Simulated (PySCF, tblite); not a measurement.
# Sn30H44: electronic excitations

Aim: compute the electronic excitations of Sn30H44.

Programs: tblite 0.8.0 and PySCF 2.14.0, with routines of our own; each step states its level. All values are computed. Atoms count from 0.

## (1) The system as given

74 atoms, charge 0, multiplicity 1; geometry from: force field, distance geometry or constructed start.

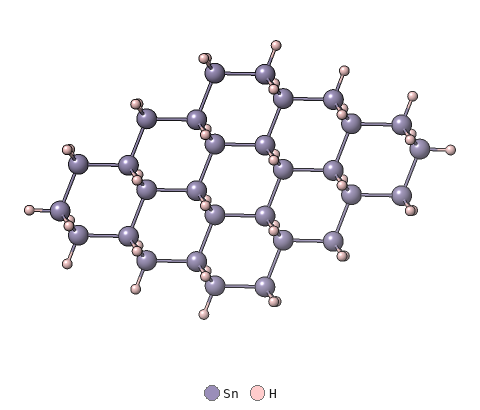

The starting geometry (tin purple, hydrogen pink); sticks join atoms by distance alone.

## (2) Geometry optimisation with GFN1-xTB

Job settings and geometry (Å):

```
{"job": {"kind": "relax", "xc": "GFN1-xTB", "basis": "xTB"}, "charge": 0, "multiplicity": 1}
Sn    -2.291300     1.323900    -0.451600
Sn    -4.595600     2.654000     0.443100
Sn    -6.883400     1.323400    -0.449000
Sn    -6.889300    -1.321300     0.443800
Sn    -4.593400    -2.652600    -0.446600
Sn    -2.299500    -1.326200     0.447400
Sn     4.592500     5.304500    -0.453300
Sn     2.299600     6.631200     0.451500
Sn     0.002700     5.300700    -0.450400
Sn    -0.002800     2.650600     0.451600
Sn     2.294100     1.324500    -0.452100
Sn     4.589900     2.649400     0.450000
Sn     6.885200     1.326400    -0.445000
Sn     2.298400    -1.326300     0.447300
Sn     4.590200    -2.646300    -0.449800
Sn     6.886700    -1.325100     0.456300
Sn    -9.184400    -2.649500    -0.449100
Sn    -9.185900    -5.306200     0.449000
Sn    -6.889200    -6.626700    -0.447500
Sn    -4.589600    -5.301900     0.452700
Sn    -0.002300    -2.647600    -0.448500
Sn    -0.000900    -5.301300     0.449800
Sn     2.299600    -6.623900    -0.443400
Sn     4.588200    -5.307100     0.448500
Sn    -2.295700     6.631100     0.450900
Sn    -4.598500     5.301900    -0.447500
Sn     9.185500     5.305100    -0.450700
Sn     6.888000     6.629100     0.451200
Sn     9.185400     2.651800     0.448000
Sn    -2.295100    -6.628100    -0.446600
H     -2.292600     1.326300    -2.171100
H     -4.594300     2.652700     2.170200
H     -6.889600     1.325800    -2.171900
H     -8.291900     2.135900     0.123400
H     -6.887400    -1.323900     2.166700
H     -4.591900    -2.649200    -2.172900
H     -2.297000    -1.325600     2.165900
H      4.593300     5.305300    -2.172600
H      2.297300     6.624600     2.169900
H      2.291400     8.254800    -0.118500
H     -0.000100     5.300500    -2.166200
H      0.005900     2.645800     2.173700
H      2.301100     1.326700    -2.173600
H      4.595000     2.650900     2.168200
H      6.884900     1.327400    -2.167600
H      2.294300    -1.324100     2.166600
H      4.594800    -2.651300    -2.170600
H      6.888300    -1.323100     2.172300
H      8.295600    -2.136800    -0.119500
H     -9.182900    -2.650700    -2.168000
H    -10.591100    -1.847300     0.122800
H     -9.178200    -5.301500     2.169700
H    -10.590600    -6.114700    -0.119600
H     -6.892000    -6.630100    -2.173000
H     -6.887900    -8.252300     0.121200
H     -4.592900    -5.299800     2.170600
H      0.006600    -2.657100    -2.171900
H      0.002700    -5.295200     2.169300
H      2.296300    -6.629200    -2.166000
H      2.295300    -8.249400     0.118700
H      4.588600    -5.301900     2.171500
H      6.001800    -6.114600    -0.121600
H     -2.294500     6.629200     2.170800
H     -2.296400     8.254900    -0.118600
H     -4.586700     5.306100    -2.168000
H     -6.002800     6.116100     0.121000
H      9.187200     5.305900    -2.171200
H     10.592700     6.112600     0.125600
H      6.884600     6.623200     2.165000
H      6.885900     8.248000    -0.113800
H      9.183800     2.647400     2.173300
H     10.588400     1.836300    -0.117100
H     -2.294300    -6.629800    -2.165800
H     -2.295800    -8.246500     0.121200
```

The run is started by

```bash
> OMP_NUM_THREADS=4 python large_run.py task.json out
```

One launch serves the whole session: the jobs run in the order shown.

The log of the run:

```text
step      E/eV     max force
  0   -2707.25707    0.828
  1   -2707.48021    0.611
  2   -2708.01259    0.560
  3   -2708.18165    0.599
  4   -2708.61834    0.507
  5   -2708.76986    0.308
  6   -2708.83078    0.321
  7   -2708.87360    0.291
  8   -2708.95476    0.387
  9   -2709.06990    0.545
 10   -2709.19566    0.497
 11   -2709.28590    0.344
 12   -2709.35502    0.318
 13   -2709.42403    0.385
 14   -2709.49791    0.434
 15   -2709.55345    0.429
 16   -2709.59884    0.271
 17   -2709.65250    0.218
 18   -2709.67922    0.224
 19   -2709.74629    0.298
 20   -2709.79141    0.298
 21   -2709.84978    0.357
 22   -2709.90269    0.302
 23   -2709.94941    0.263
 24   -2709.98151    0.278
 25   -2710.01060    0.240
 26   -2710.04891    0.260
 27   -2710.10112    0.372
 28   -2710.15733    0.462
 29   -2710.21425    0.478
 30   -2710.27381    0.396
 31   -2710.31993    0.315
 32   -2710.35205    0.281
 33   -2710.37468    0.231
 34   -2710.38929    0.163
 35   -2710.40046    0.134
 36   -2710.40987    0.153
 37   -2710.41832    0.136
 38   -2710.42714    0.146
 39   -2710.43607    0.142
 40   -2710.44390    0.152
 41   -2710.45056    0.139
 42   -2710.45707    0.108
 43   -2710.46403    0.124
 44   -2710.47076    0.115
 45   -2710.47665    0.122
 46   -2710.48213    0.126
 47   -2710.48750    0.094
 48   -2710.49188    0.071
 49   -2710.49475    0.057
 50   -2710.49685    0.068
 51   -2710.49939    0.085
 52   -2710.50302    0.106
 53   -2710.50735    0.126
 54   -2710.51144    0.116
 55   -2710.51478    0.080
 56   -2710.51749    0.065
 57   -2710.51985    0.069
 58   -2710.52208    0.068
 59   -2710.52433    0.064
 60   -2710.52661    0.060
 61   -2710.52885    0.063
 62   -2710.53113    0.097
 63   -2710.53375    0.105
 64   -2710.53698    0.078
 65   -2710.54059    0.077
 66   -2710.54395    0.079
 67   -2710.54661    0.089
 68   -2710.54868    0.073
 69   -2710.55039    0.048
 70   -2710.55187    0.054
 71   -2710.55338    0.070
 72   -2710.55534    0.073
 73   -2710.55797    0.089
 74   -2710.56082    0.105
 75   -2710.56301    0.086
 76   -2710.56436    0.063
 77   -2710.56534    0.046
 78   -2710.56633    0.051
 79   -2710.56743    0.062
 80   -2710.56872    0.077
 81   -2710.57022    0.078
 82   -2710.57183    0.069
 83   -2710.57327    0.060
 84   -2710.57436    0.046
 85   -2710.57517    0.043
 86   -2710.57583    0.036
 87   -2710.57637    0.037
 88   -2710.57682    0.034
 89   -2710.57727    0.033
 90   -2710.57778    0.041
 91   -2710.57837    0.041
 92   -2710.57903    0.046
 93   -2710.57973    0.047
 94   -2710.58052    0.040
 95   -2710.58132    0.041
 96   -2710.58205    0.041
 97   -2710.58270    0.041
 98   -2710.58337    0.040
 99   -2710.58415    0.042
100   -2710.58501    0.046
101   -2710.58583    0.048
102   -2710.58661    0.042
103   -2710.58744    0.040
104   -2710.58844    0.049
105   -2710.58964    0.058
106   -2710.59090    0.059
107   -2710.59202    0.062
108   -2710.59291    0.056
109   -2710.59364    0.048
110   -2710.59433    0.052
111   -2710.59514    0.052
112   -2710.59616    0.050
113   -2710.59735    0.059
114   -2710.59862    0.071
115   -2710.59989    0.066
116   -2710.60109    0.050
117   -2710.60218    0.045
118   -2710.60310    0.043
119   -2710.60384    0.045
120   -2710.60445    0.034
121   -2710.60504    0.041
122   -2710.60565    0.048
123   -2710.60637    0.053
124   -2710.60732    0.062
125   -2710.60844    0.048
126   -2710.60936    0.039
127   -2710.60982    0.028
128   -2710.61004    0.019
```

It took 3.1 min on 4 threads of Intel Xeon Platinum 8259CL at 2.50GHz, shared host; peak memory 0.14 GiB.

Step by step:

```csv
step,energy from step 0 (eV),largest force (eV/Å)
0,0.0000,0.8277
1,-0.2231,0.6114
2,-0.7555,0.5601
3,-0.9246,0.5992
4,-1.3613,0.5070
5,-1.5128,0.3083
6,-1.5737,0.3216
7,-1.6165,0.2913
8,-1.6977,0.3872
18,-2.4221,0.2235
29,-2.9572,0.4782
39,-3.1790,0.1417
50,-3.2398,0.0674
60,-3.2695,0.0599
71,-3.2963,0.0700
81,-3.3131,0.0783
92,-3.3220,0.0459
102,-3.3295,0.0419
113,-3.3403,0.0585
124,-3.3502,0.0620
125,-3.3514,0.0473
126,-3.3523,0.0391
127,-3.3528,0.0282
128,-3.3530,0.0192
```

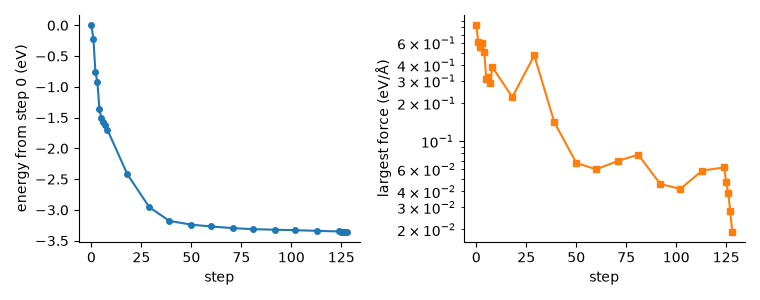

Energy and force, step by step.

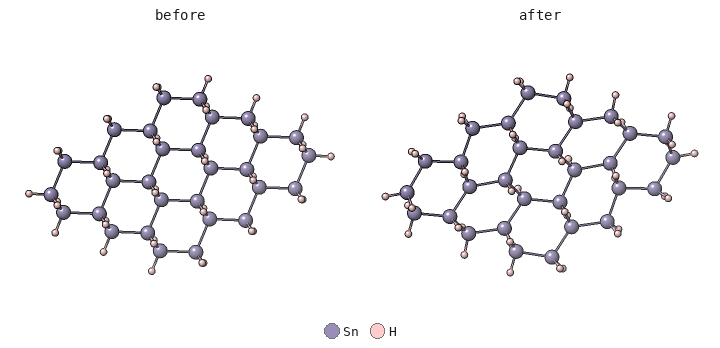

Before and after, at one scale.

Distances of close pairs at the start and the end, largest changes first:

```csv
bond,before (Å),after (Å),change (Å)
Sn22–Sn23,2.787,2.831,+0.044
Sn1–Sn25,2.794,2.828,+0.035
Sn6–Sn27,2.800,2.834,+0.034
Sn18–Sn19,2.802,2.834,+0.032
Sn17–Sn18,2.797,2.828,+0.031
Sn2–Sn3,2.791,2.821,+0.029
Sn26–Sn27,2.801,2.830,+0.029
Sn4–Sn5,2.797,2.823,+0.026
```

The final coordinates are the input of the step that follows.

## (3) Electronic excitations: TDDFT PBE/def2-SVP

Job settings and geometry (Å):

```
{"job": {"kind": "uv", "basis": "def2-SVP", "grid": 1, "kgrid": 0, "vcut": null, "nstates": 6, "ntriplets": 2, "tda": false, "delta": ["ip_vertical"], "pop": true, "xc": "PBE"}, "charge": 0, "multiplicity": 1}
Sn    -2.642524     1.385397    -0.283412
Sn    -4.881394     3.053156     0.053269
Sn    -7.073796     1.365577    -0.456865
Sn    -6.730279    -1.369385     0.141036
Sn    -4.629904    -3.182896    -0.332607
Sn    -2.510091    -1.390492     0.177888
Sn     4.963901     5.955633    -0.054420
Sn     2.388435     6.908940     0.539906
Sn     0.253868     5.181166    -0.083609
Sn    -0.073398     2.411754     0.266783
Sn     2.512878     1.392833    -0.179723
Sn     4.631622     3.184715     0.332262
Sn     6.728995     1.368093    -0.140771
Sn     2.643115    -1.382040     0.281844
Sn     4.879378    -3.051163    -0.052863
Sn     7.072758    -1.366598     0.456976
Sn    -9.258787    -2.556917    -0.266919
Sn    -9.635347    -5.232636     0.543668
Sn    -7.583752    -6.944042    -0.384461
Sn    -4.965017    -5.954150     0.055649
Sn     0.075473    -2.413186    -0.269339
Sn    -0.254059    -5.183550     0.083211
Sn     2.000795    -6.787946    -0.406662
Sn     4.504182    -5.803734     0.474521
Sn    -1.998167     6.787704     0.409039
Sn    -4.503034     5.806258    -0.472378
Sn     9.636557     5.233651    -0.541444
Sn     7.582909     6.945185     0.386926
Sn     9.258512     2.556897     0.268025
Sn    -2.390998    -6.910140    -0.538319
H     -2.493739     1.349969    -1.998674
H     -4.983981     2.939126     1.770369
H     -7.498633     1.356169    -2.111400
H     -8.618673     1.825918     0.127310
H     -6.935368    -1.379014     1.854239
H     -4.665959    -3.022853    -2.048096
H     -2.496647    -1.412007     1.899003
H      4.759215     5.924255    -1.766041
H      2.232932     7.244403     2.206477
H      2.024135     8.491359    -0.006213
H      0.167592     5.420016    -1.788769
H     -0.085235     2.463274     1.989109
H      2.499255     1.412820    -1.900723
H      4.665634     3.024238     2.047651
H      6.936952     1.380157    -1.853592
H      2.491887    -1.348608     1.996697
H      4.984495    -2.940447    -1.769740
H      7.499182    -1.355750     2.110653
H      8.617561    -1.825353    -0.128111
H     -9.841376    -2.821700    -1.854501
H    -10.758993    -2.048599     0.390533
H     -9.477072    -5.671193     2.191553
H    -10.894973    -6.344456     0.177635
H     -7.470652    -7.174142    -2.077615
H     -7.292747    -8.588762     0.020313
H     -4.759517    -5.921058     1.767268
H      0.085107    -2.465160    -1.991908
H     -0.167650    -5.419368     1.789370
H      2.432963    -7.067343    -2.038918
H      2.243625    -8.403963     0.120645
H      4.677978    -5.800629     2.178264
H      6.055271    -6.472759     0.148577
H     -2.430862     7.066097     2.040817
H     -2.241982     8.403612    -0.117171
H     -4.676268     5.801232    -2.176002
H     -6.054305     6.474239    -0.147646
H      9.478878     5.673431    -2.189528
H     10.896275     6.345122    -0.172637
H      7.470663     7.175650     2.080259
H      7.293194     8.589813    -0.019424
H      9.842686     2.821209     1.855960
H     10.760232     2.050082    -0.389594
H     -2.234116    -7.246229    -2.204534
H     -2.025769    -8.491420     0.009531
```

Level: TDDFT PBE/def2-SVP, vertical, gas phase, core orbitals frozen in the response.

The log of the run:

```text
start: PBE on a coarse grid of 328371 points
cycle   1  E = -6168.0292558944  dE = -4.566e+02  |g| = 2.325e+01  |ddm| = 5.902e+01
cycle   2  E = -1092.8735657369  dE =  5.075e+03  |g| = 4.513e+01  |ddm| = 7.498e+02
cycle   3  E = -5140.6076870433  dE = -4.048e+03  |g| = 3.314e+01  |ddm| = 7.660e+02
cycle   4  E = -5092.1315182881  dE =  4.848e+01  |g| = 3.065e+01  |ddm| = 2.807e+02
cycle   5  E = -6010.6764143983  dE = -9.185e+02  |g| = 2.163e+01  |ddm| = 2.252e+02
cycle   6  E = -6281.7330656514  dE = -2.711e+02  |g| = 1.555e+01  |ddm| = 7.027e+01
cycle   7  E = -6353.8347976779  dE = -7.210e+01  |g| = 1.127e+01  |ddm| = 5.219e+01
cycle   8  E = -6383.1022756962  dE = -2.927e+01  |g| = 9.630e+00  |ddm| = 3.848e+01
cycle   9  E = -6317.6612012223  dE =  6.544e+01  |g| = 1.263e+01  |ddm| = 4.504e+01
cycle  10  E = -6402.4566327670  dE = -8.480e+01  |g| = 8.449e+00  |ddm| = 4.322e+01
cycle  11  E = -5884.0179538395  dE =  5.184e+02  |g| = 2.255e+01  |ddm| = 9.476e+01
cycle  12  E = -6382.6453551848  dE = -4.986e+02  |g| = 9.584e+00  |ddm| = 8.341e+01
cycle  13  E = -6424.3715361192  dE = -4.173e+01  |g| = 5.858e+00  |ddm| = 2.787e+01
cycle  14  E = -6123.5222400385  dE =  3.008e+02  |g| = 1.797e+01  |ddm| = 5.917e+01
cycle  15  E = -6361.2591697688  dE = -2.377e+02  |g| = 1.029e+01  |ddm| = 4.376e+01
cycle  16  E = -6403.1071056809  dE = -4.185e+01  |g| = 8.042e+00  |ddm| = 3.306e+01
cycle  17  E = -6390.0769872011  dE =  1.303e+01  |g| = 9.399e+00  |ddm| = 3.673e+01
cycle  18  E = -6453.6246456640  dE = -6.355e+01  |g| = 1.773e+00  |ddm| = 2.944e+01
cycle  19  E = -6394.9369276357  dE =  5.869e+01  |g| = 8.558e+00  |ddm| = 2.130e+01
cycle  20  E = -6453.8753657150  dE = -5.894e+01  |g| = 1.815e+00  |ddm| = 1.992e+01
cycle  21  E = -6454.7925727874  dE = -9.172e-01  |g| = 1.118e+00  |ddm| = 4.567e+00
cycle  22  E = -6455.4412514819  dE = -6.487e-01  |g| = 4.967e-01  |ddm| = 3.781e+00
cycle  23  E = -6455.5234639631  dE = -8.221e-02  |g| = 3.103e-01  |ddm| = 1.563e+00
cycle  24  E = -6455.5622857911  dE = -3.882e-02  |g| = 1.502e-01  |ddm| = 9.482e-01
cycle  25  E = -6455.5719627100  dE = -9.677e-03  |g| = 5.932e-02  |ddm| = 3.695e-01
cycle  26  E = -6455.5737467924  dE = -1.784e-03  |g| = 2.043e-02  |ddm| = 1.618e-01
cycle  27  E = -6455.5739329043  dE = -1.861e-04  |g| = 7.517e-03  |ddm| = 5.463e-02
final grid: 328371 points
cycle  28  E = -6455.5737574829  dE =  1.754e-04  |g| = 1.987e-02  |ddm| = 5.696e-02
cycle  29  E = -6455.5721609114  dE =  1.597e-03  |g| = 5.900e-02  |ddm| = 1.614e-01
cycle  30  E = -6455.5739445433  dE = -1.784e-03  |g| = 5.913e-03  |ddm| = 1.238e-01
cycle  31  E = -6455.5739606759  dE = -1.613e-05  |g| = 8.584e-04  |ddm| = 1.289e-02
cycle  32  E = -6455.5739605691  dE =  1.068e-07  |g| = 2.057e-04  |ddm| = 2.075e-03
cycle  33  E = -6455.5739605853  dE = -1.617e-08  |g| = 9.242e-05  |ddm| = 6.396e-04
converged SCF energy = -6455.5739605853
Vertical ionisation energy (delta-SCF) = 6.7751 eV   <S^2> = 0.751

Static polarisability (au): isotropic 2089.133, principal 775.836 2222.545 3269.018

Singlet excitations
state   eV       nm        f      main configurations
  1   1.7838    695.1   0.00003   H-2->L 0.97
  2   1.8655    664.6   0.57875   H->L 0.93
  3   1.9137    647.9   0.18218   H-1->L 0.89
  4   2.1345    580.9   0.02236   H-4->L 0.97
  5   2.1744    570.2   0.00001   H-3->L 0.88
  6   2.2272    556.7   0.01077   H-6->L 0.94

Triplet excitations (Tamm-Dancoff, eV): 1.6273 1.7068
```

Wall time 4.5 min (4 threads of Intel Xeon Platinum 8259CL at 2.50GHz, shared host); peak memory 3.2 GiB.

The orbitals next to the gap, with their largest atomic shares:

```csv
orbital,eV,atoms
HOMO−4,-6.24,"Sn15 7 %, Sn2 7 %, Sn17 7 %"
HOMO−3,-6.21,"Sn6 7 %, Sn19 7 %, Sn27 6 %"
HOMO−2,-5.89,"Sn23 7 %, Sn29 5 %, Sn6 5 %"
HOMO−1,-5.88,"Sn1 9 %, Sn5 8 %, Sn14 8 %"
HOMO,-5.80,"Sn4 6 %, Sn11 6 %, Sn27 5 %"
LUMO,-4.13,"Sn13 5 %, Sn0 5 %, Sn10 4 %"
LUMO+1,-3.47,"Sn19 6 %, Sn6 6 %, Sn4 6 %"
LUMO+2,-3.41,"Sn20 8 %, Sn9 8 %, Sn10 7 %"
LUMO+3,-3.24,"Sn3 7 %, Sn2 7 %, Sn1 7 %"
```

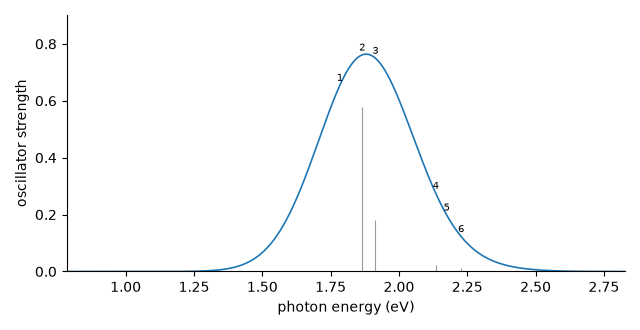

Absorption spectrum from the 6 singlet states computed; above the last one it falls off for lack of states. Lines are broadened to a width of 0.40 eV (Gaussian).

Ground-state properties from the same run:

```csv
property,computed
dipole moment (D),0.02
polarisability (Å³),309.58
HOMO–LUMO gap (eV),1.67
−ε(HOMO) (eV),5.80
```

## (4) Outcome

| quantity | value |
| --- | --- |
| lowest singlet (PBE/def2-SVP) | 1.78 eV (695 nm), f = 0.000 |
| brightest single state of those computed | state 2, 1.87 eV, f = 0.579 |
| lowest triplet | 1.63 eV |

In words: The first singlet state (HOMO−2→LUMO 0.97) lies at 1.78 eV and is dark; of the 6 states computed, the strongest absorption comes from state 2 at 1.87 eV. State 2 absorbs in the visible (665 nm). The lowest triplet lies 0.16 eV below the lowest singlet (triplets in Tamm-Dancoff, singlets in full TDDFT). Spin-orbit coupling, left out, mixes singlets and triplets in elements this heavy.
